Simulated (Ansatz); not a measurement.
# Calculations on CH₁₀BNOSi₂

## 1. Relaxation

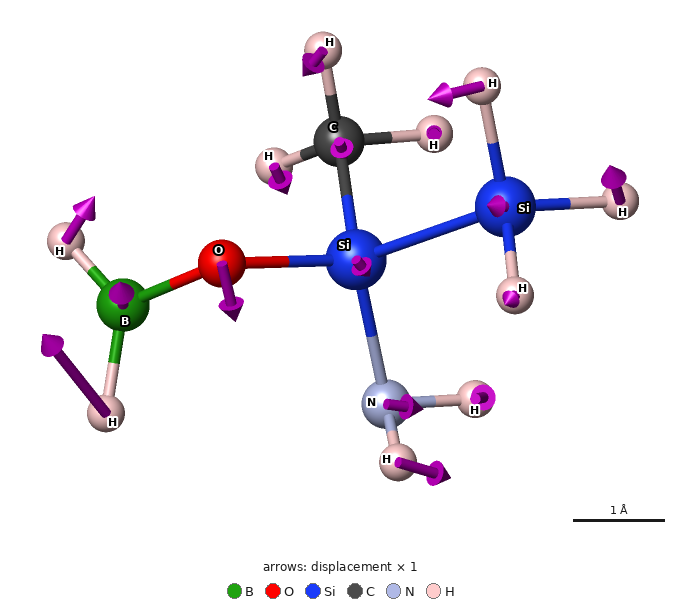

A relaxation of CH$_{10}$BNOSi$_{2}$. The starting structure is drawn; purple arrows show the displacements, at their true length. The two geometries are superimposed by the best rigid fit.

Style: ball-and-stick. Shown at a tilt.

The run prepares an end point of a later path (torsion) calculation, from a guessed geometry.

Computed with RKS BLYP-D4/cc-pVDZ in Ansatz. (no spin polarisation; force threshold 0.015 eV/Å; at most 40 steps)

> Which element moves most?

Hydrogen: up to 1.56 Å, against 0.77 Å for oxygen.

> What happened in the run?

An H atom moves most after the best rigid fit: 1.56 Å. Largest moves by element: H 1.56 Å, O 0.77 Å, N 0.51 Å, B 0.47 Å, C 0.34 Å, Si 0.32 Å. Among the contacts that change: Si–Si 2.245 → 2.373 Å, B–O 1.483 → 1.359 Å, B–H 1.119 → 1.221 Å, C–H 1.197 → 1.110 Å. Bond angles that change, for instance: B–O–Si 108.0° → 132.3°, Si–N–H 105.1° → 116.7°, Si–N–H 107.2° → 115.4°. Groups turn about B–O by about 90°, O–Si by about 70°. The energy falls by 1.290 eV in 21 accepted moves (22 points after the start). Largest force component: 4.2 eV/Å at the start, 0.0097 eV/Å at the end. The line search rejected the trial step at point 11 of the run. The run took 98 s on 2 threads of Arm Neoverse V1, with other jobs on the host, peak memory 0.22 GiB.

## 2. Relaxation

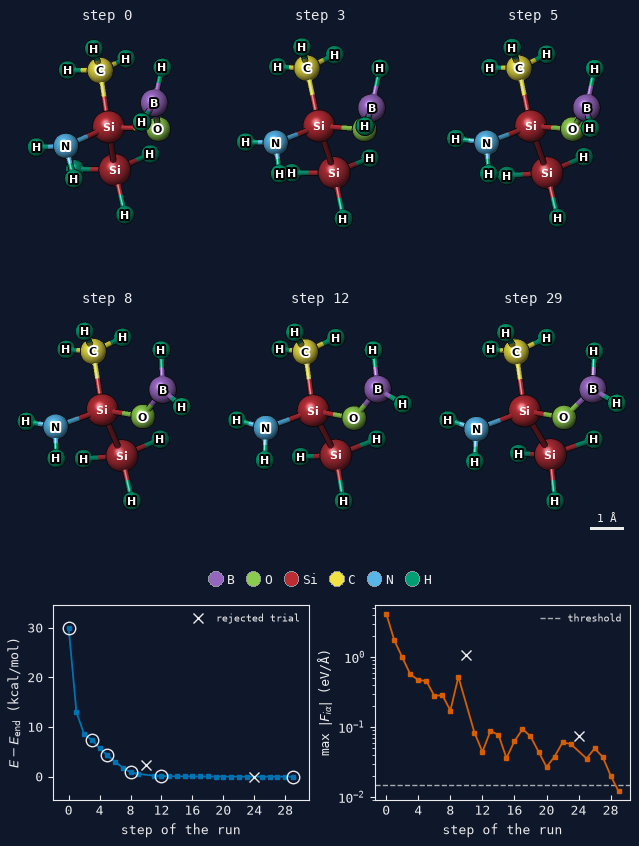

Frames of a relaxation of CH10BNOSi2, marked on the history of the run. A ball-and-stick model, seen from a free direction.

The run prepares an end point of a later path (torsion) calculation, from a guessed geometry.

These are results of RKS BLYP-D4/cc-pVDZ (Ansatz), not measurements. (no spin polarisation; force threshold 0.015 eV/Å; at most 40 steps)

**What happens along the run?**

Over 27 accepted moves (29 points after the start) the energy falls by 29.9 kcal/mol. The largest force component goes from 4.2 to 0.012 eV/Å. The line search rejected the trial steps at points 10, 24 of the run. The largest move after the best rigid fit is that of an H atom, 1.56 Å. By element the largest moves are H 1.56 Å, O 0.78 Å, N 0.51 Å, B 0.47 Å, C 0.34 Å, Si 0.32 Å. Some distances before and after: Si–Si 2.245 → 2.374 Å, B–O 1.483 → 1.360 Å, B–H 1.119 → 1.221 Å, C–H 1.197 → 1.110 Å. Among the angles between lasting bonds that change: B–O–Si 108.0° → 132.2°, Si–N–H 105.1° → 116.7°, Si–N–H 107.2° → 115.5°. Groups turn about B–O by about 90°, O–Si by about 70°. The run took 2.1 min on 2 threads of Arm Neoverse V1, with other jobs on the host, peak memory 0.21 GiB. From step 0 to 3: an H atom moves most (0.38 Å), energy −22.5 kcal/mol. From step 3 to 5: an H atom moves most (0.39 Å), energy −3.13 kcal/mol. From step 5 to 8: an H atom moves most (0.58 Å), energy −3.43 kcal/mol. From step 8 to 12: an H atom moves most (0.34 Å), energy −0.75 kcal/mol. From step 12 to 29: an H atom moves most (0.38 Å), energy −0.10 kcal/mol.

```
step  E − E(0), kcal/mol  largest force component, eV/Å      note
   0                0.00                         4.2009          
   1              -16.88                         1.7478          
   2              -21.35                         0.9928          
   3              -22.46                         0.5699          
   4              -24.16                         0.4721          
   5              -25.59                         0.4576          
   6              -26.94                         0.2800          
   7              -28.05                         0.2874          
   8              -29.02                         0.1729          
   9              -29.32                         0.5236          
  10              -27.50                         1.0613  rejected
  11              -29.68                         0.0839          
  12              -29.77                         0.0444          
  13              -29.79                         0.0882          
  14              -29.81                         0.0780          
  15              -29.82                         0.0362          
  16              -29.83                         0.0630          
  17              -29.84                         0.0938          
  18              -29.84                         0.0742          
  19              -29.85                         0.0447          
  20              -29.85                         0.0270          
  21              -29.86                         0.0379          
  22              -29.86                         0.0605          
  23              -29.86                         0.0578          
  24              -29.86                         0.0740  rejected
  25              -29.87                         0.0356          
  26              -29.87                         0.0497          
  27              -29.87                         0.0377          
  28              -29.87                         0.0203          
  29              -29.87                         0.0121
```

## 3. Path

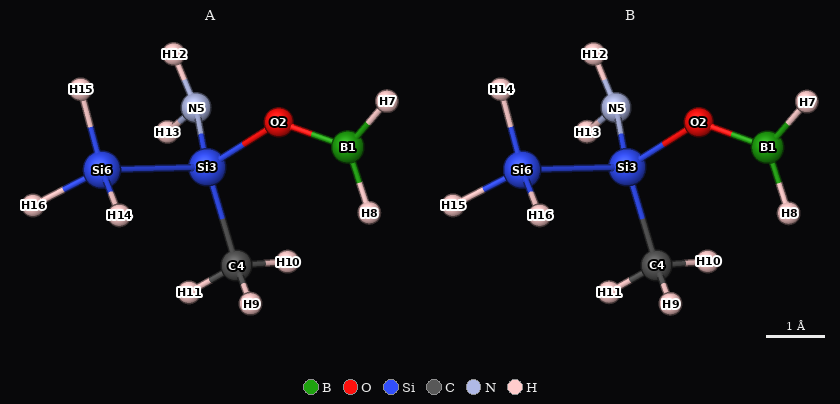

The two relaxed end points of a path for CH$_{10}$BNOSi$_{2}$. The picture is a ball-and-stick view, seen from a free direction.

All numbers below come from Ansatz, RKS BLYP-D4/cc-pVDZ.

Set-up: 7 movable images; climbing image; force threshold 0.03 eV/Å; iteration limit 60.

Start:
```xyz
16

B     2.2447   -0.4779   -1.2702
O     1.2212    0.3682   -0.9791
Si   -0.3018    0.1295   -0.1794
C    -0.6542   -1.6901    0.1891
N    -1.4869    0.6791   -1.3619
Si   -0.1023    1.4624    1.7741
H     3.1999   -0.0172   -1.8682
H     2.2063   -1.6518   -0.9368
H     0.1298   -2.1196    0.8439
H    -0.6865   -2.2792   -0.7499
H    -1.6292   -1.7966    0.7088
H    -1.4957    1.6840   -1.5747
H    -2.4540    0.3778   -1.1904
H     1.0277    1.0065    2.6626
H     0.1376    2.9030    1.3998
H    -1.3794    1.3991    2.5765
```

End:
```xyz
16

B     2.2732   -0.6339   -1.1387
O     1.2953    0.2826   -0.9098
Si   -0.2826    0.1509   -0.1967
C    -0.7844   -1.6400    0.1372
N    -1.3578    0.7880   -1.4388
Si   -0.0937    1.4605    1.7739
H     3.2909   -0.2438   -1.6806
H     2.1335   -1.8003   -0.8071
H    -0.0736   -2.1274    0.8336
H    -0.8031   -2.2214   -0.8070
H    -1.7939   -1.6782    0.5972
H    -1.2794    1.7911   -1.6463
H    -2.3528    0.5610   -1.3210
H     0.2703    2.8811    1.4246
H    -1.4144    1.4872    2.5044
H     0.9495    0.9199    2.7191
```

Predict the minimum-energy path and its barrier.

Answer. The barrier is about 4.76 kJ/mol in both directions, with image 4 at the top; the ends have the same energy. The motion is a rotation about the Si3–Si6 bond by about 120°. No bond forms or breaks between the ends. The band is converged.

Energies of the converged images:

```
image  path (Å)  E (kJ/mol)
    0      0.00        0.00
    1      0.62        0.79
    2      1.25        2.38
    3      1.87        4.10
    4      2.49        4.76
    5      3.10        4.02
    6      3.71        2.31
    7      4.32        0.68
    8      4.93        0.01
```

The geometry at the top of the path:

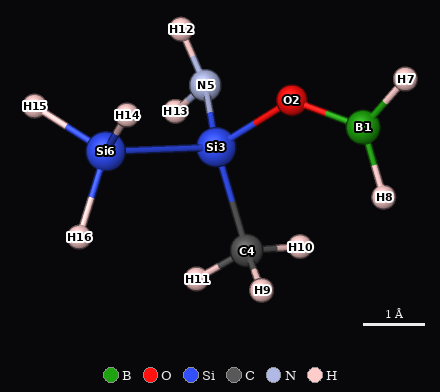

Cost: 10 min on 2 threads of Arm Neoverse V1 (shared host), peak memory 0.22 GiB.
